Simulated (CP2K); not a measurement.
# GFN1-xTB run of C2H9BOSi (SMILES BC([SiH3])CO)

What is the vertical ionisation energy of C2H9BOSi at GFN1-xTB? 

The results are computed with CP2K 2026.2.

3 further runs of the same task are left out: 2 that didn't finish, 1 set aside as unsound or not needed.

### 1 The system as given

C2H9BOSi: 14 atoms, total charge 0, spin state singlet. SMILES: `BC([SiH3])CO`. Geometry: a rough force-field guess. This is one conformer, not always the lowest.

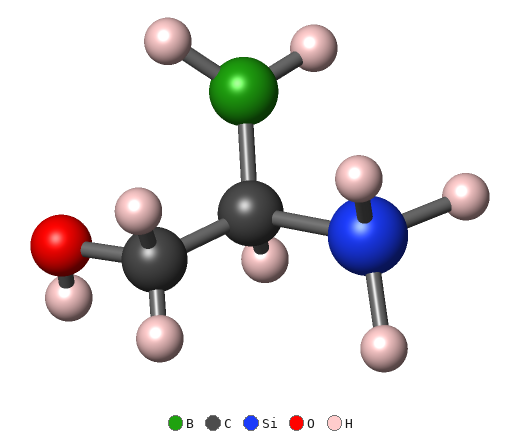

Viewed from a chosen angle; boron green, carbon dark grey, silicon blue, oxygen red, hydrogen pink.

### 2 Energy and gradient at GFN1-xTB

Input file gas.inp:

```
&GLOBAL
  PROJECT gas
  RUN_TYPE ENERGY_FORCE
  PRINT_LEVEL MEDIUM
&END GLOBAL

&FORCE_EVAL
  METHOD QS
  &DFT
    CHARGE 0
    MULTIPLICITY 1
    &QS
      METHOD XTB
      EPS_DEFAULT 1.0E-10
      &XTB
        GFN_TYPE TBLITE
        &TBLITE
          METHOD GFN1
        &END TBLITE
        CHECK_ATOMIC_CHARGES F
      &END XTB
    &END QS
    &POISSON
      PERIODIC NONE
      POISSON_SOLVER ANALYTIC
    &END POISSON
    &SCF
      SCF_GUESS ATOMIC
      EPS_SCF 1.0E-06
      MAX_SCF 150
      ADDED_MOS 4
      &DIAGONALIZATION
        ALGORITHM STANDARD
      &END DIAGONALIZATION
      &MIXING
        METHOD DIRECT_P_MIXING
        ALPHA 0.4
      &END MIXING
      &SMEAR ON
        METHOD FERMI_DIRAC
        ELECTRONIC_TEMPERATURE [K] 300
      &END SMEAR
    &END SCF
    &PRINT
      &MOMENTS
        PERIODIC F
        REFERENCE COM
        MAX_MOMENT 1
      &END MOMENTS
      &MO ON
        ENERGIES T
        OCCUPATION_NUMBERS T
        NDIGITS 6
        &EACH
          QS_SCF 0
        &END EACH
        ADD_LAST NUMERIC
      &END MO
      &HIRSHFELD OFF
      &END HIRSHFELD
    &END PRINT
  &END DFT
  &SUBSYS
    &CELL
      ABC [angstrom] 16.8 15.2 16.5
      PERIODIC NONE
    &END CELL
    &COORD
      B     -1.348400     0.297200     0.906100
      C     -0.111900     0.371900    -0.049500
      Si     1.391700     0.292600     1.015100
      C     -0.036300    -0.768000    -1.067200
      O     -1.206500    -0.686200    -1.949100
      H     -2.205700    -0.497400     0.784800
      H     -1.532700     1.192100     1.705100
      H     -0.054300     1.360200    -0.598900
      H      2.627000     0.384000     0.222800
      H      1.436600    -0.974700     1.798900
      H      1.415600     1.418800     1.994500
      H     -0.143000    -1.747400    -0.517600
      H      0.785800    -0.743100    -1.669900
      H     -1.031000     0.070700    -2.546300
    &END COORD
    &TOPOLOGY
      &CENTER_COORDINATES
      &END CENTER_COORDINATES
    &END TOPOLOGY
  &END SUBSYS
  &PRINT
    &FORCES ON
    &END FORCES
  &END PRINT
&END FORCE_EVAL
```

Command:

```bash
$ OMP_NUM_THREADS=1 cp2k.psmp -i gas.inp -o gas.out
```

Standard output, cut to the lines that bear on the results:

```text
CP2K| version string:                                       CP2K version 2026.2
[...]
 GLOBAL| Method name                                                        CP2K
[...]
 GLOBAL| Run type                                                   ENERGY_FORCE
[...]
                             - Atoms:                                         14
[...]
                             - Spherical basis functions:                     43
[...]
 Number of electrons:                                                         30
[...]
  *** SCF run converged in    11 steps ***
[...]
  Fermi energy:                                                -0.31500861781362
[...]
 TB_DIPOLE| Moment [Debye]          1.47455120       1.02633385      -0.32827622
 TB_DIPOLE| Derivative [a.u.]       0.00000000       0.00000000       0.00000000
[...]
 ENERGY| Total FORCE_EVAL ( QS ) energy [hartree]            -16.982342789584166
 FORCES| Atomic forces [hartree/bohr]
 FORCES|   Atom     x               y               z               |f|
 FORCES|      1 -6.09061455E-03  2.07083100E-02 -4.35220112E-03   2.20197943E-02
 FORCES|      2 -8.90943065E-03  1.12208100E-02 -8.32279375E-03   1.65696538E-02
 FORCES|      3  2.82585365E-02  1.79272666E-03  3.00193931E-02   4.12664842E-02
 FORCES|      4 -8.06611259E-02 -1.69818385E-02  1.87120109E-02   8.45265605E-02
 FORCES|      5  2.27962104E-02  6.96722706E-03  4.12952450E-03   2.41921978E-02
 FORCES|      6  1.53842496E-03 -6.77499079E-03  2.67109785E-03   7.44325300E-03
 FORCES|      7  2.71104829E-03 -7.12955278E-03 -4.72224215E-03   8.97105772E-03
 FORCES|      8 -5.01262815E-03 -1.16600421E-02  9.15296396E-03   1.56479958E-02
 FORCES|      9 -4.60634131E-03 -1.37155952E-03  2.27696541E-03   5.31828236E-03
 FORCES|     10  2.35436452E-04  9.19157477E-03 -6.43521816E-03   1.12228566E-02
 FORCES|     11  1.92736162E-05 -8.70595743E-03 -7.76402109E-03   1.16650799E-02
 FORCES|     12  4.31512278E-03  1.37902414E-02 -1.23543902E-02   1.90111020E-02
 FORCES|     13  5.18234326E-02 -1.15713311E-03 -2.96734956E-02   5.97287491E-02
[...]
```

Run time: 0.92 s. Hardware: 1 thread of Intel Xeon 6975P-C (Granite Rapids), shared host; peak memory 0.19 GiB.

### 3 The doublet cation

Input file job.inp:

```
&FORCE_EVAL
   METHOD QUICKSTEP
   &DFT
      CHARGE 1
      MULTIPLICITY 2
      LSD T
      &QS
         METHOD XTB
         EPS_DEFAULT 1.0E-10
         &XTB
            GFN_TYPE TBLITE
            &TBLITE
               METHOD GFN1
            &END TBLITE
            CHECK_ATOMIC_CHARGES F
         &END XTB
      &END QS
      &POISSON
         PERIODIC NONE
         POISSON_SOLVER ANALYTIC
      &END POISSON
      &SCF
         SCF_GUESS ATOMIC
         EPS_SCF 1.0E-06
         MAX_SCF 150
         ADDED_MOS 4
         &DIAGONALIZATION
            ALGORITHM STANDARD
         &END DIAGONALIZATION
         &MIXING
            METHOD DIRECT_P_MIXING
            ALPHA 0.4
         &END MIXING
         &SMEAR ON
            METHOD FERMI_DIRAC
            ELECTRONIC_TEMPERATURE [K] 300
         &END SMEAR
      &END SCF
      &PRINT
         &MOMENTS
            PERIODIC F
            REFERENCE COM
            MAX_MOMENT 1
         &END MOMENTS
         &MO ON
            ENERGIES T
            OCCUPATION_NUMBERS T
            NDIGITS 6
            &EACH
               QS_SCF 0
            &END EACH
            ADD_LAST NUMERIC
         &END MO
         &HIRSHFELD OFF
         &END HIRSHFELD
      &END PRINT
   &END DFT
   &SUBSYS
      &CELL
         ABC 16.8 15.2 16.5
         PERIODIC NONE
      &END CELL
      &COORD
         B     -1.348400     0.297200     0.906100
         C     -0.111900     0.371900    -0.049500
         Si     1.391700     0.292600     1.015100
         C     -0.036300    -0.768000    -1.067200
         O     -1.206500    -0.686200    -1.949100
         H     -2.205700    -0.497400     0.784800
         H     -1.532700     1.192100     1.705100
         H     -0.054300     1.360200    -0.598900
         H      2.627000     0.384000     0.222800
         H      1.436600    -0.974700     1.798900
         H      1.415600     1.418800     1.994500
         H     -0.143000    -1.747400    -0.517600
         H      0.785800    -0.743100    -1.669900
         H     -1.031000     0.070700    -2.546300
      &END COORD
      &TOPOLOGY
         &CENTER_COORDINATES
         &END CENTER_COORDINATES
      &END TOPOLOGY
   &END SUBSYS
   &PRINT
      &FORCES ON
      &END FORCES
   &END PRINT
&END FORCE_EVAL
&GLOBAL
   PROJECT_NAME job
   RUN_TYPE ENERGY_FORCE
   PRINT_LEVEL MEDIUM
&END GLOBAL
```

Command:

```bash
$ OMP_NUM_THREADS=1 cp2k.psmp -i job.inp > job.out 2>&1
```

Standard output, cut to the lines that bear on the results:

```text
CP2K| version string:                                       CP2K version 2026.2
[...]
 GLOBAL| Method name                                                        CP2K
[...]
 GLOBAL| Run type                                                   ENERGY_FORCE
[...]
                             - Atoms:                                         14
[...]
                             - Spherical basis functions:                     43
[...]
 Number of electrons:                                                         15
[...]
  *** SCF run converged in    22 steps ***
[...]
  Fermi energy:                                                -0.63994498128064
[...]
 TB_DIPOLE| Moment [Debye]          0.79107933       1.79824907       1.36361657
 TB_DIPOLE| Derivative [a.u.]       0.00000000       0.00000000       0.00000000
[...]
 ENERGY| Total FORCE_EVAL ( QS ) energy [hartree]            -16.445680872630472
 FORCES| Atomic forces [hartree/bohr]
 FORCES|   Atom     x               y               z               |f|
 FORCES|      1  7.65620733E-03  2.83461954E-02  2.54565357E-04   2.93630569E-02
 FORCES|      2 -5.02439994E-02  1.27048384E-02 -2.42123417E-02   5.72023591E-02
 FORCES|      3  4.71771733E-02 -2.05764560E-03  4.30711113E-02   6.39143193E-02
 FORCES|      4 -7.06384049E-02 -3.58264289E-02  5.21824156E-03   7.93759870E-02
 FORCES|      5  3.77356436E-02  1.84376742E-02  2.98090646E-02   5.15024947E-02
 FORCES|      6 -1.50373569E-03 -3.75075950E-03 -1.54417012E-03   4.32595414E-03
 FORCES|      7  7.20506049E-04 -1.13313174E-02 -1.49185974E-03   1.14517915E-02
 FORCES|      8 -5.47436656E-03 -1.14867991E-02  8.67320813E-03   1.53993435E-02
 FORCES|      9 -5.53902708E-03 -1.06223870E-04 -3.15593705E-03   6.37589548E-03
 FORCES|     10 -3.53747921E-03  6.14879717E-03 -6.46398113E-03   9.59710987E-03
 FORCES|     11 -3.29157843E-03 -5.65326459E-03 -8.02333257E-03   1.03521860E-02
 FORCES|     12  4.05079833E-03  1.42815269E-02 -1.22089868E-02   1.92205707E-02
 FORCES|     13  5.10370358E-02 -1.91524167E-04 -2.93381186E-02   5.88688450E-02
[...]
```

It took 0.92 s on 1 thread of Intel Xeon 6975P-C (Granite Rapids), shared host; peak memory 0.19 GiB.

### 4 Results

Level: GFN1-xTB.

| quantity | value |
| --- | --- |
| singlet C2H9BOSi: total energy | -16.98234 Eh |
| singlet C2H9BOSi: dipole moment (from atomic charges alone) | 1.83 D |
| singlet C2H9BOSi: HOMO energy | -11.90 eV |
| singlet C2H9BOSi: LUMO energy | -7.68 eV |
| singlet C2H9BOSi: HOMO–LUMO gap | 4.22 eV |
| singlet C2H9BOSi: largest force on an atom | 4.347 eV/Å |
| doublet cation: total energy | -16.44568 Eh |
| doublet cation: HOMO energy (highest over α and β) | -17.52 eV |
| doublet cation: LUMO energy (lowest over α and β) | -17.31 eV |
| doublet cation: largest force on an atom | 4.082 eV/Å |
| vertical ionisation energy (to the doublet cation) | 14.603 eV |

In words: The vertical ionisation energy comes to 14.60 eV (1409 kJ/mol). The largest force (singlet C2H9BOSi) is 4.35 eV/Å: the shape isn't a stationary point for this species at this level. No empirical shift is applied, and without it xTB methods put this difference several eV too high. The dipole (singlet C2H9BOSi) comes from point charges on the atoms alone, without atomic dipoles, so it is partial.
